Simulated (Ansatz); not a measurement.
# AlFH4NOP: rigid torsion scan

Aim: a rigid torsion scan, for AlFH4NOP, run from a script.

All numbers are computed with Ansatz 0.2.0, driven from Python. Level of theory: B3LYP/def2-SVP.

## Step 1: Starting point

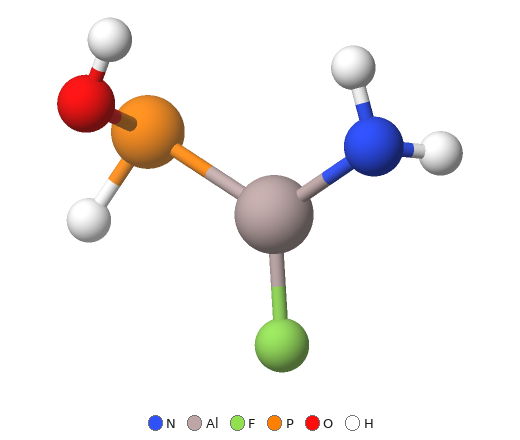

The structure that the script starts from, seen from a chosen angle (nitrogen blue, aluminium light grey, fluorine green, phosphorus orange, oxygen red, hydrogen white).

No structure file is read: the coordinates are typed or built in the script.

## Step 2: Script

alfh4nop.py reads:

```python
# -*- coding: utf-8 -*-
"""Energy of AlFH4NOP as one group turns about a bond."""

from dataclasses import dataclass
import logging
import sys

import ansatz
from ase import Atoms

logging.basicConfig(stream=sys.stdout, format="%(levelname)s:%(name)s:%(message)s")
log = logging.getLogger("ansatz_job")
log.setLevel(logging.INFO)


@dataclass
class Options:
    basis: str = "def2-SVP"
    functional: str = "B3LYP"
    force_tol: float = 0.02


opts = Options()

atoms = Atoms(["N", "Al", "F", "P", "O", "H", "H", "H", "H"], positions=[
    [1.5701, 1.2171, -0.1984],
    [0.7254, -0.3559, 0.4316],
    [1.4584, -1.25, 1.7804],
    [-1.1632, -1.1384, -0.5399],
    [-2.2165, 0.1109, 0.1122],
    [0.9413, 1.5976, -1.0189],
    [2.4871, 1.0093, -0.5865],
    [-1.4666, -2.0613, 0.5409],
    [-2.2475, 0.8244, -0.5385],
])

# start the scan from a relaxed geometry
first = (
    ansatz.Crystal.molecule_from_ase(atoms).calculation()
    .basis(gaussian=opts.basis)
    .functional(opts.functional)
    .relax(force_tolerance=opts.force_tol, max_steps=80)
)
atoms.positions = first.run(threads=1, backend="cpu").report["positions_ang"]

start = atoms.get_dihedral(2, 1, 0, 5)
energies = {}
for turn in range(0, 360, 30):
    turned = atoms.copy()
    turned.set_dihedral(2, 1, 0, 5, start + turn, indices=[0, 5, 6])
    calculation = (
        ansatz.Crystal.molecule_from_ase(turned).calculation()
        .basis(gaussian=opts.basis)
        .functional(opts.functional)
    )
    energies[round((start + turn) % 360)] = calculation.run(threads=1, backend="cpu").report["free_energy_ev"]
floor = min(energies.values())
log.info("dihedral F2-Al1-N0-H5 (deg)   E - E(min) (eV)")
for angle, e in sorted(energies.items()):
    log.info(f"{angle:8d} {(e - floor):14.3f}  " + "#" * int(30 * (e - floor) / max(max(energies.values()) - floor, 1e-9)))
```

## Step 3: What the engine is handed

The package turns the script's settings into the engine's input (first run):

```yaml
crystal:
  periodic: [false, false, false]
  atoms:
    - { symbol: "N", position_ang: [1.5701, 1.2171, -0.1984] }
    - { symbol: Al, position_ang: [0.7254, -0.3559, 0.4316] }
    - { symbol: F, position_ang: [1.4584, -1.25, 1.7804] }
    - { symbol: P, position_ang: [-1.1632, -1.1384, -0.5399] }
    - { symbol: O, position_ang: [-2.2165, 0.1109, 0.1122] }
    - { symbol: H, position_ang: [0.9413, 1.5976, -1.0189] }
    - { symbol: H, position_ang: [2.4871, 1.0093, -0.5865] }
    - { symbol: H, position_ang: [-1.4666, -2.0613, 0.5409] }
    - { symbol: H, position_ang: [-2.2475, 0.8244, -0.5385] }
basis:
  gaussian:
    orbitals: def2-SVP
hamiltonian:
  xc: b3lyp
relax:
  f_tol: 0.02
  max_steps: 80
```

## Step 4: Running it

Launch:

```sh
$ python alfh4nop.py
```

What it wrote:

```text
INFO:ansatz_job:dihedral F2-Al1-N0-H5 (deg)   E - E(min) (eV)
INFO:ansatz_job:       3          0.009
INFO:ansatz_job:      33          0.102  #######
INFO:ansatz_job:      63          0.294  ######################
INFO:ansatz_job:      93          0.393  #############################
INFO:ansatz_job:     123          0.290  ######################
INFO:ansatz_job:     153          0.095  #######
INFO:ansatz_job:     183          0.000
INFO:ansatz_job:     213          0.096  #######
INFO:ansatz_job:     243          0.292  ######################
INFO:ansatz_job:     273          0.393  ##############################
INFO:ansatz_job:     303          0.294  ######################
INFO:ansatz_job:     333          0.103  #######
```

Run time: 3 min. Hardware: 1 thread of Intel Xeon Platinum 8259CL at 2.50GHz (Skylake/Cascade Lake), shared host; peak memory 0.29 GiB.

## Step 5: How the relaxation of run 0 went

The steps of the relaxation:

```csv
step,E - E(step 1) (eV),largest force component (eV/Å)
1,0.0000,2.7050
2,-0.3424,2.5016
3,-0.5476,1.8710
4,-0.6575,1.4198
5,-0.7859,0.5751
6,-0.8394,0.3082
7,-0.8585,0.1964
8,-0.8542,0.5823
9,-0.8665,0.1569
10,-0.8745,0.0986
11,-0.8785,0.0389
12,-0.8778,0.0337
13,-0.8792,0.0211
14,-0.8792,0.0244
15,-0.8792,0.0314
16,-0.8792,0.0751
17,-0.8793,0.0169
```

Step 1 is the start. Steps 8, 12, 15 were tried and not accepted.

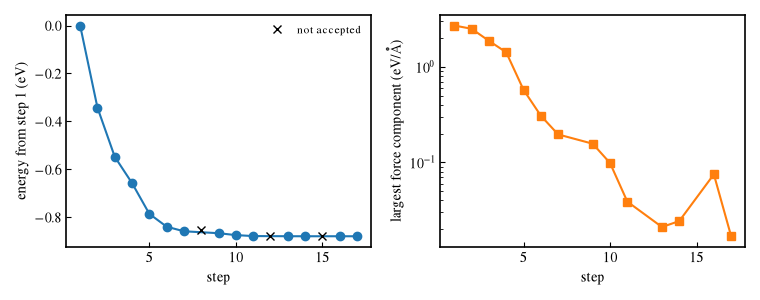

Energy and largest force along the relaxation.

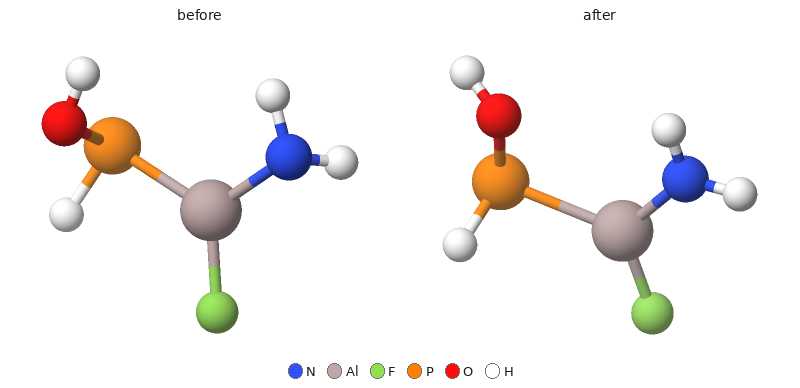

The structure before (left) and after (right) the relaxation, drawn at the same scale.

Before: Bond lengths: N1–Al2 1.893 Å, Al2–F3 1.777 Å, Al2–P4 2.263 Å, P4–O5 1.759 Å, N1–H6 1.102 Å, N1–H7 1.017 Å, P4–H8 1.453 Å, O5–H9 0.966 Å. Angles: N1–Al2–F3 119.1°, N1–Al2–P4 121.1°, F3–Al2–P4 119.7°, Al2–N1–H6 106.3°, Al2–N1–H7 111.1°, H6–N1–H7 107.5°, Al2–P4–O5 95.4°, Al2–P4–H8 94.3°, O5–P4–H8 92.9°, P4–O5–H9 107.1°.

After: Bond lengths: N1–Al2 1.764 Å, Al2–F3 1.672 Å, Al2–P4 2.345 Å, P4–O5 1.708 Å, N1–H6 1.016 Å, N1–H7 1.015 Å, P4–H8 1.440 Å, O5–H9 0.967 Å. Angles: N1–Al2–F3 119.5°, N1–Al2–P4 121.0°, F3–Al2–P4 119.4°, Al2–N1–H6 122.3°, Al2–N1–H7 126.8°, H6–N1–H7 110.8°, Al2–P4–O5 94.6°, Al2–P4–H8 93.5°, O5–P4–H8 100.5°, P4–O5–H9 108.2°.

Run 0 is this relaxation; the runs after it count from 1.

## Step 6: The runs side by side

One row for each of the 12 runs:

```tsv
run	turn (°)	energy from run 1 (eV)	SCF cycles	CPU time (s)
1	0	0.0000	18	3.8
2	30	0.0960	18	4.1
3	60	0.2920	18	5.5
4	90	0.3932	18	6.1
5	120	0.2937	19	4.6
6	150	0.1034	18	3.9
7	180	0.0091	18	5.1
8	210	0.1015	18	5.6
9	240	0.2942	18	5.6
10	270	0.3925	18	5.5
11	300	0.2897	19	5.6
12	330	0.0954	18	5.5
```

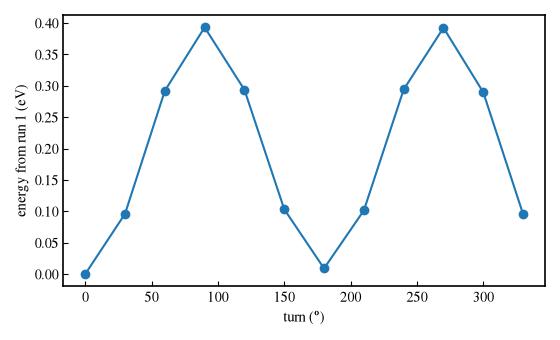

Energy against turn; lines join the points.

## Step 7: What came out

| quantity | value |
| --- | --- |
| runs compared | 12 |
| range of energy | 0.393 eV |
| lowest point, turn (°) | 0 |

The lowest point lies at a turn of 0°, the highest 0.393 eV (37.9 kJ/mol) above it at 90°. The grid can miss the true lowest and highest points, and the rest of the molecule is held rigid. Run 0: The relaxation took 13 moves; the largest shift is 1.019 Å, of atom 3 (F). So large a move can change the bonding: the results belong to the relaxed structure. The scan is rigid and the energies are electronic, in a modest basis. With rigid groups the curve can differ much from the relaxed path, the start wasn't checked as a minimum of this torsion, and equivalent turns needn't return to the same energy. b3lyp holds the VWN-RPA fit, as in Gaussian; the form of ORCA and Turbomole is b3lyp5.
